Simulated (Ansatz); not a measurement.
# How fast states decay through Ca3CdTe2O2, part 2 of 3

A new crystal, Ca3CdTe2O2: structure, gap and complex bands. It is built by putting Te for part of the O in the Ca3CdO4 structure of space group Cmmm, with the volume rescaled by atomic radii. The parent structure comes from the Materials Project.

Ansatz 0.2.0; PBE DFT, plane waves, PAW files (the session's first sound run).

So far. Step 2 (Relaxing the new crystal): The largest force component on a free atom ends at 6.6e-4 eV/Å.

The structure was built from a prototype and need not be the compound's stable phase.

### 3. Band edges

The energy window and the wavevectors of the next steps follow from the band edges, so these are searched first, off the mesh as well.

input.yaml

```yaml
crystal:
  lattice:
    - [4.054232188, -5.9621563052, 0.0]
    - [4.054232188, 5.9621563052, 0.0]
    - [0.0, 0.0, 4.070642666]
  atoms:
    - { symbol: Ca, position: [0.5, 0.5, 0.0] }
    - { symbol: Ca, position: [0.5, 0.0, 0.5] }
    - { symbol: Ca, position: [0.0, 0.5, 0.5] }
    - { symbol: Cd, position: [0.0, 0.0, 0.0] }
    - { symbol: O, position: [0.2923816178, 0.7076183822, 0.0] }
    - { symbol: Te, position: [0.2326922985, 0.2326922985, 0.5] }
    - { symbol: Te, position: [0.7673077015, 0.7673077015, 0.5] }
    - { symbol: O, position: [0.7076183822, 0.2923816178, 0.0] }
kpoints:
  mp_grid: { grid: [4, 4, 6] }
  band_path: { path: [VBM, CBM], npoints: 30 }
scf:
  occupations: { method: fixed }
hamiltonian:
  xc: pbe
output:
  eigenvalues: true
  write_potential: true
  write_density: true
  volumetric_format: npy
```

Run with:

```sh
$ ansatz run input.yaml --threads 2 --pin off --max-ram 4096MiB --backend cpu --events-out ev --progress --plain --runs-dir out
```

Numbers of over 12 decimals in the logs are rounded to 6 here.

Output:

```text
[...]
Crystal: 8 atoms, lattice volume = 196.791 Å³
Basis set: ecut = 420 eV, 3835 PW (Γ)
Bands: 57, of which v1, the nominal top of the filled ones, is band 47 counted from 1 (46 counted from 0)
Symmetry: 8 space group operations
[...]
k-points: 28 of 96
[...]
SCF iter   1: F=—  HF=-28805.633677 eV  |F-HF|=—  |Δ(HF+E_count)|=         —  Δρ=2.42e-3  dr2=1.77e-2  ethr=1.77e-3  ⟨swp⟩=5.2  Hψ=5329  notcnv=0  defer=202
[...]
SCF iter   8: F=-28805.630937 eV  HF=-28805.630936 eV  |F-HF|=3.77e-9  |Δ(HF+E_count)|=   1.86e-8  Δρ=2.18e-6  dr2=8.21e-9  ethr=1.06e-10  ⟨swp⟩=16.9  Hψ=8793  notcnv=0
SCF 1 converged in 8 iterations: F = -28805.630937 eV  dr2 = 8.21e-9
[...]
NSCF: frozen V_eff on 52 k-points
[...]
SCF converged after 8 iterations
Free energy (F): -28805.630937 eV
[...]
Internal energy: -28805.630937 eV  (E = F + TS)
E sigma→0 (E₀):  -28805.630937 eV
Fermi energy:    7.472405 eV
[...]
--- Band table (eV; the first three rows and the last of 28) ---
  k-point 0: bands = [... 43 lower, 6.7504, 7.1221, 7.1523, 7.2214, 8.9957, 9.8041, 10.0837, 10.2303, ... 6 higher]
  k-point 1: bands = [... 43 lower, 6.5401, 6.7438, 7.1395, 7.3616, 9.6790, 10.1398, 10.4340, 10.6839, ... 6 higher]
  k-point 2: bands = [... 43 lower, 6.5238, 6.5750, 6.8616, 7.1427, 9.2978, 9.9743, 10.9794, 11.1162, ... 6 higher]
  k-point 27: bands = [... 43 lower, 6.6323, 6.6561, 6.8121, 6.8336, 8.4188, 9.6534, 9.8699, 10.0584, ... 6 higher]
```

Wall time 43 s (2 threads of Arm Neoverse V2, shared host); peak memory 0.58 GiB.

The column dr2 measures how far the density is from self-consistency, as an energy; F and HF (Harris–Foulkes) agree once it is small.

This step gave:

```yaml
free_energy: -28805.6309 eV
fermi_energy: 7.472 eV
gap_on_the_k_mesh: 0.9464 eV
gap_on_path: 0.9444 eV, by band count; negative where bands overlap
direct_gap_on_path: 1.585 eV
edge_places_on_path: 0, 0.8709 1/A along the path
```

Electronic bands along the path, in eV, zero at the Fermi level (highest filled level under fixed occupations); v1 is the highest filled band, c1 the lowest empty one:

| point | v4 | v3 | v2 | v1 | c1 | c2 | c3 | c4 |
| --- | --- | --- | --- | --- | --- | --- | --- | --- |
| VBM | -0.74 | -0.70 | -0.48 | 0.00 | 2.63 | 2.66 | 2.89 | 3.34 |
| CBM | -0.84 | -0.82 | -0.66 | -0.64 | 0.95 | 2.18 | 2.40 | 2.59 |

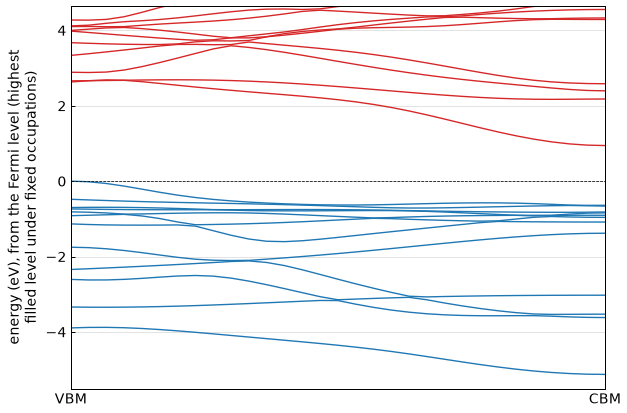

Electronic bands along the path; lines of filled and empty bands in two colours.

The searched edges give 0.944 eV, against 0.946 eV on the mesh.

### 4. Complex bands, plane (001), k-mesh 4×4×6

This step: PBE DFT, plane waves, PAW files; complex bands by layer matching along the plane's normal (Ansatz 0.2.0).

The same crystal is laid in a cell whose first two vectors span the (001) plane (indices of the standard conventional cell, whose axes can be ordered otherwise than in the bulk input). At fixed energy and wavevector in the plane the solver finds all kz, real and complex. A few wavevectors are listed, (0, 0) and (-0.5, -0.5) in units of the plane's reciprocal vectors; the slowest state needn't be among them.

Edit input.yaml of step 3 so:

```diff
@@ -2,4 +2,4 @@
   lattice:
-    - [4.054232188, -5.9621563052, 0.0]
-    - [4.054232188, 5.9621563052, 0.0]
+    - [7.210000447, 0.0, 0.0]
+    - [-2.650555893, 6.705121915, 0.0]
     - [0.0, 0.0, 4.070642666]
@@ -16,3 +16,2 @@
   mp_grid: { grid: [4, 4, 6] }
-  band_path: { path: [VBM, CBM], npoints: 30 }
 scf:
@@ -23,4 +22,6 @@
   eigenvalues: true
-  write_potential: true
-  write_density: true
-  volumetric_format: npy
+  transmission:
+    leads: [[0, 0]]
+    kpoints: [[0.0, 0.0], [-0.5, -0.5]]
+    e_range: [-1.0, 1.94]
+    de: 0.05
```

Output:

```text
[...]
Crystal: 8 atoms, lattice volume = 196.791 Å³
Basis set: ecut = 420 eV, 3835 PW (Γ)
Bands: 57, of which v1, the nominal top of the filled ones, is band 47 counted from 1 (46 counted from 0)
Symmetry: 8 space group operations
[...]
k-points: 28 of 96
[...]
SCF iter   1: F=—  HF=-28805.633656 eV  |F-HF|=—  |Δ(HF+E_count)|=         —  Δρ=2.43e-3  dr2=1.78e-2  ethr=1.77e-3  ⟨swp⟩=5.2  Hψ=5321  notcnv=0  defer=201
[...]
SCF iter   8: F=-28805.630937 eV  HF=-28805.630936 eV  |F-HF|=3.70e-9  |Δ(HF+E_count)|=   1.81e-8  Δρ=2.21e-6  dr2=8.52e-9  ethr=1.06e-10  ⟨swp⟩=16.9  Hψ=8695  notcnv=0
SCF 1 converged in 8 iterations: F = -28805.630937 eV  dr2 = 8.52e-9
[...]
transmission: 6 of 12 steps passed
transmission: 12 of 12 steps passed
SCF converged after 8 iterations
Free energy (F): -28805.630937 eV
[...]
Internal energy: -28805.630937 eV  (E = F + TS)
E sigma→0 (E₀):  -28805.630937 eV
Fermi energy:    7.472406 eV
[...]
--- Band table (eV; the first three rows and the last of 28) ---
  k-point 0: bands = [... 43 lower, 6.7504, 7.1221, 7.1523, 7.2214, 8.9957, 9.8041, 10.0837, 10.2303, ... 6 higher]
  k-point 1: bands = [... 43 lower, 6.5401, 6.7438, 7.1395, 7.3616, 9.6790, 10.1398, 10.4340, 10.6839, ... 6 higher]
  k-point 2: bands = [... 43 lower, 6.5238, 6.5750, 6.8616, 7.1427, 9.2978, 9.9743, 10.9794, 11.1162, ... 6 higher]
  k-point 27: bands = [... 43 lower, 6.6323, 6.6561, 6.8121, 6.8336, 8.4188, 9.6534, 9.8699, 10.0584, ... 6 higher]
--- Transmission ---
  basis      : 423 plane waves across, 6 finite elements along
  points     : 2, as listed
  energies   : 59 from -1.000000 to 1.900000 eV about the Fermi level, 0.050000 eV apart; the leads are filled to 0.473184 eV, and channels, transmission and decay are at 0.450000 eV
  crystal 0  : Ca3Cd1O2Te2, at the sites [0, 0], period 4.0706 Å: whole cells are its period
    offset         : up to 0.0000 Å between an atom of the period and one for which it stands
    channels       : 0.000000e0 a spin
    conductance    : none, the energies end too early or step too widely for 300 K: set another output.transmission.e_range or a lower de, or, where they end at an eighth of basis.ecutwfc, a higher one
    slowest decay  : 0.1392 /Å at (0.0000, 0.0000)
```

Run time: 3.2 min. Hardware: 2 threads; peak memory 1.9 GiB.

This step gave:

* level to which the leads are filled: 0.4732 eV from the Fermi level
* decay constant at the filling level, zone centre: 0.1392 Å⁻¹
* decay constant at the filling level, slowest listed point: 0.1392 Å⁻¹

K parallel (0, 0); values up to 1.5 1/Å, a degenerate pair printed once or twice; energies at which all values exceed this have no row. The Im kz of the slowest decaying states by energy, zero at the highest filled level on the SCF mesh:

| energy (eV) | decay 1 (Å⁻¹) | decay 2 (Å⁻¹) | decay 3 (Å⁻¹) | decay 4 (Å⁻¹) |
| --- | --- | --- | --- | --- |
| -1.000 | 0.0203 | 0.127 | 0.245 | 0.299 |
| -0.800 | 0.0925 | 0.163 | 0.322 | 0.430 |
| -0.600 | 0.0638 | 0.0803 | 0.185 | 0.294 |
| -0.400 | 0.0585 | 0.213 | 0.376 | 0.454 |
| -0.200 | 0.0970 | 0.215 | 0.245 | 0.422 |
| 0.000 | 0.125 | 0.148 | 0.272 | 0.490 |
| 0.200 | 0.136 | 0.232 | 0.291 | 0.424 |
| 0.400 | 0.139 | 0.281 | 0.304 | 0.351 |
| 0.600 | 0.137 | 0.300 | 0.310 | 0.314 |
| 0.800 | 0.131 | 0.250 | 0.311 | 0.339 |
| 1.000 | 0.119 | 0.195 | 0.306 | 0.356 |
| 1.200 | 0.100 | 0.118 | 0.295 | 0.369 |
| 1.400 | 0.0665 | 0.277 | 0.378 | 0.481 |
| 1.600 | 0.251 | 0.383 | 0.426 | 0.452 |
| 1.800 | 0.215 | 0.367 | 0.385 | 0.410 |

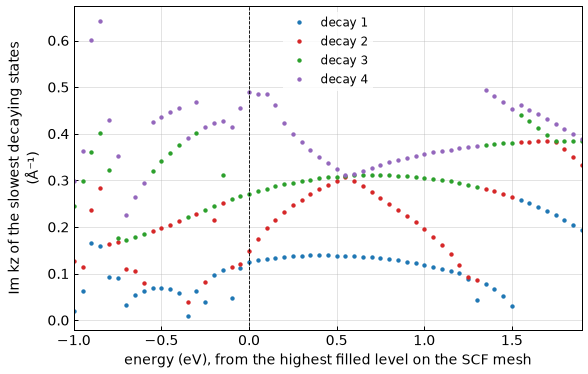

Im kz of the slowest decaying states against energy.

K parallel (0, 0). Re kz of states that move upwards against energy, zero at the highest filled level on the SCF mesh:

| energy (eV) | channel 1 (Å⁻¹) | channel 2 (Å⁻¹) | channel 3 (Å⁻¹) | channel 4 (Å⁻¹) | channel 5 (Å⁻¹) |
| --- | --- | --- | --- | --- | --- |
| -1.0000 | -0.576 | -0.342 | -0.273 | -0.255 | - |
| -0.7500 | -0.603 | -0.271 | -0.0393 | - | - |
| -0.5000 | -0.665 | -0.433 | -0.128 | - | - |
| -0.2500 | -0.447 | 0.0759 | - | - | - |
| 0.0000 | - | - | - | - | - |
| 0.2500 | - | - | - | - | - |
| 0.5000 | - | - | - | - | - |
| 0.7500 | - | - | - | - | - |
| 1.0000 | - | - | - | - | - |
| 1.2500 | - | - | - | - | - |
| 1.5000 | -0.621 | - | - | - | - |
| 1.7500 | -0.536 | 0.105 | - | - | - |

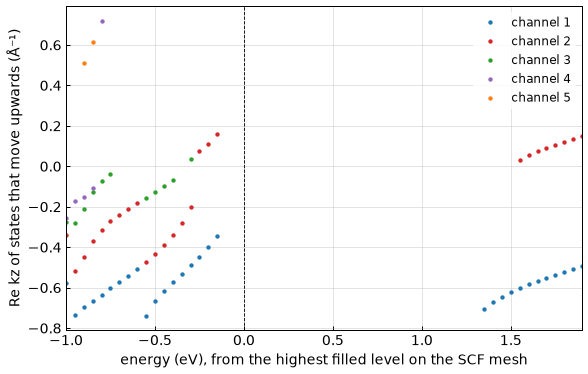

Re kz of states that move upwards, plotted against energy.

K parallel (-0.5, -0.5); values up to 1.5 1/Å, a degenerate pair printed once or twice; energies at which all values exceed this have no row. Im kz of the slowest decaying states against energy, zero at the highest filled level on the SCF mesh:

| energy (eV) | decay 1 (Å⁻¹) | decay 2 (Å⁻¹) | decay 3 (Å⁻¹) | decay 4 (Å⁻¹) |
| --- | --- | --- | --- | --- |
| -1.000 | 0.0345 | 0.0874 | 0.260 | 0.313 |
| -0.800 | 0.0389 | 0.0633 | 0.146 | 0.264 |
| -0.600 | 0.144 | 0.181 | 0.236 | 0.369 |
| -0.400 | 0.151 | 0.177 | 0.192 | 0.251 |
| -0.200 | 0.196 | 0.197 | 0.248 | 0.249 |
| 0.000 | 0.197 | 0.236 | 0.284 | 0.292 |
| 0.200 | 0.197 | 0.218 | 0.320 | 0.335 |
| 0.400 | 0.193 | 0.196 | 0.339 | 0.369 |
| 0.600 | 0.158 | 0.193 | 0.352 | 0.394 |
| 0.800 | 0.105 | 0.188 | 0.361 | 0.412 |
| 1.000 | 0.182 | 0.365 | 0.401 | 0.424 |
| 1.200 | 0.173 | 0.365 | 0.381 | 0.431 |
| 1.400 | 0.161 | 0.354 | 0.362 | 0.406 |
| 1.600 | 0.145 | 0.319 | 0.356 | 0.376 |
| 1.800 | 0.122 | 0.270 | 0.341 | 0.346 |

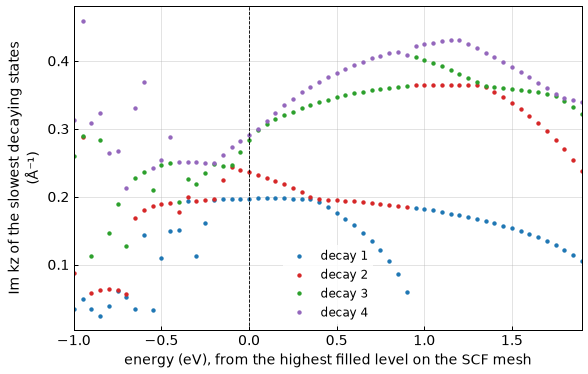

Im kz of the slowest decaying states against energy.

K parallel (-0.5, -0.5). The Re kz of states that move upwards by energy, zero at the highest filled level on the SCF mesh:

| energy (eV) | channel 1 (Å⁻¹) | channel 2 (Å⁻¹) | channel 3 (Å⁻¹) | channel 4 (Å⁻¹) | channel 5 (Å⁻¹) |
| --- | --- | --- | --- | --- | --- |
| -1.000 | -0.431 | 0.0490 | 0.197 | 0.583 | - |
| -0.500 | -0.568 | -0.2 | 0.102 | - | - |
| 0.000 | - | - | - | - | - |
| 0.500 | - | - | - | - | - |
| 1.000 | -0.706 | - | - | - | - |
| 1.500 | -0.549 | - | - | - | - |

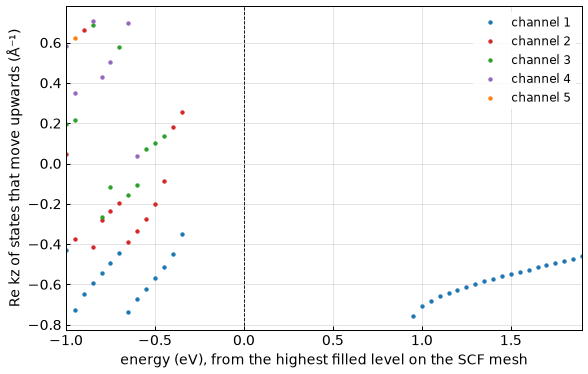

Re kz of states that move upwards, plotted against energy.

At the listed wavevectors the last open channel is at -0.15 eV and the next at +0.95 eV on the grid. At +0.45 eV, the grid energy nearest the filling level (the middle of the gap on the SCF mesh), the slowest state at the listed wavevectors decays with κ = 0.139 Å⁻¹, its amplitude falling by e over 7.2 Å. Through 1 nm of this crystal that state's transmission falls by exp(−2 × 0.139 Å⁻¹ × 10 Å) = 0.062.

### 5. Decaying states in the gap, plane (010), k-mesh 6×4×4

The same for the (010) plane, at (0, 0), (-0.5, 0) and (0, 0.4792), to see how the decay depends on direction.

input.yaml

```yaml
crystal:
  lattice:
    - [4.070642666, 0.0, 0.0]
    - [0.0, 8.108464376, 0.0]
    - [0.0, 4.054232188, 5.962156305]
  atoms:
    - { symbol: Ca, position: [0.0, 0.5, 0.0] }
    - { symbol: Ca, position: [0.5, 0.5, 0.5] }
    - { symbol: Ca, position: [0.5, 0.0, 0.5] }
    - { symbol: Cd, position: [0.0, 0.0, 0.0] }
    - { symbol: O, position: [0.0, 0.2923816178, 0.4152367644] }
    - { symbol: Te, position: [0.5, 0.2326922985, 0.0] }
    - { symbol: Te, position: [0.5, 0.7673077015, 0.0] }
    - { symbol: O, position: [0.0, 0.7076183822, 0.5847632356] }
kpoints:
  mp_grid: { grid: [6, 4, 4] }
scf:
  occupations: { method: fixed }
hamiltonian:
  xc: pbe
output:
  eigenvalues: true
  transmission:
    leads: [[0, 0]]
    kpoints: [[0.0, 0.0], [-0.5, 0.0], [0.0, 0.4792]]
    e_range: [-1.0, 1.94]
    de: 0.07
```

Output:

```text
[...]
Crystal: 8 atoms, lattice volume = 196.791 Å³
Basis set: ecut = 420 eV, 3835 PW (Γ)
Bands: 57, of which v1, the nominal top of the filled ones, is band 47 counted from 1 (46 counted from 0)
Symmetry: 8 space group operations
[...]
k-points: 28 of 96
[...]
SCF iter   1: F=—  HF=-28805.633468 eV  |F-HF|=—  |Δ(HF+E_count)|=         —  Δρ=2.44e-3  dr2=1.79e-2  ethr=1.77e-3  ⟨swp⟩=5.2  Hψ=5307  notcnv=0  defer=204
[...]
SCF iter   8: F=-28805.630929 eV  HF=-28805.630929 eV  |F-HF|=3.81e-9  |Δ(HF+E_count)|=   1.80e-8  Δρ=2.27e-6  dr2=8.98e-9  ethr=1.06e-10  ⟨swp⟩=17.0  Hψ=8670  notcnv=0
SCF 1 converged in 8 iterations: F = -28805.630929 eV  dr2 = 8.98e-9
[...]
transmission: 8 of 24 steps passed
transmission: 16 of 24 steps passed
transmission: 24 of 24 steps passed
SCF converged after 8 iterations
Free energy (F): -28805.630929 eV
[...]
Internal energy: -28805.630929 eV  (E = F + TS)
E sigma→0 (E₀):  -28805.630929 eV
Fermi energy:    7.472405 eV
[...]
--- Band table (eV; the first three rows and the last of 28) ---
  k-point 0: bands = [... 43 lower, 6.7504, 7.1221, 7.1523, 7.2214, 8.9957, 9.8041, 10.0837, 10.2303, ... 6 higher]
  k-point 1: bands = [... 43 lower, 6.7977, 6.7981, 7.0299, 7.0631, 9.2929, 9.9465, 10.0379, 10.8634, ... 6 higher]
  k-point 2: bands = [... 43 lower, 6.7419, 6.8480, 6.9185, 7.0351, 9.5796, 10.1173, 10.2226, 10.6812, ... 6 higher]
  k-point 27: bands = [... 43 lower, 6.5256, 6.5877, 6.7087, 6.9209, 9.5300, 9.7002, 10.7251, 10.8177, ... 6 higher]
--- Transmission ---
  basis      : 287 plane waves across, 8 finite elements along
  points     : 3, as listed
[...]
crystal 0  : Ca3Cd1Te2O2, at the sites [0, 0], period 5.9622 Å: whole cells are its period
[...]
channels       : 0.000000e0 a spin
[...]
slowest decay  : 0.1865 /Å at (0.0000, 0.0000)
```

The job ended after 76 s (2 threads; peak memory 1 GiB).

Numbers from this step:

- decay constant at the filling level, zone centre: 0.1865 Å⁻¹
- decay constant at the filling level, slowest listed point: 0.1865 Å⁻¹

[end of part 2 of 3]

[Logs are printed without paths, hosts, clocks, repeated set-up lines and the standing remarks that a program may print on its own settings, such as how far it seeks lower states.]

[Hosts, paths, dates, database ids (printed as entryN), source tags and the programs' standing remarks are cut or masked in the printed files.]

[New means built here by substitution; the compound itself may be known and measured.]
